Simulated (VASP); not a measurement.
Band structure of Cd$_{2}$TeSe (space group P3m1). Calculation: modified Becke-Johnson potential (mBJ) with spin-orbit coupling, VASP's PBE PAW potentials (set 64) (plane waves; VASP).

mBJ is a potential without an energy functional, so only the levels count.

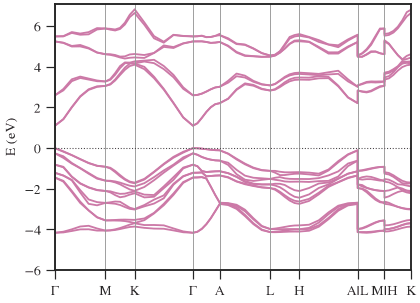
Figure. Bands along high-symmetry lines, zero at the valence-band maximum or, without a gap, the Fermi level

Problem. Read the plot: is there a gap, and where are the band edges?

Solution. The gap is direct, 1.10 eV, from the valence maximum at Γ to the conduction minimum at Γ.

The structure comes from a computed database's Cd2TeSe entry (P3m1); how it stands against other phases isn't given here. It was relaxed first. The k-mesh is coarse (spacing up to 0.43 per Å, 2π included), so the numbers may not be converged in it. The cell's shape comes from a PBE relaxation.
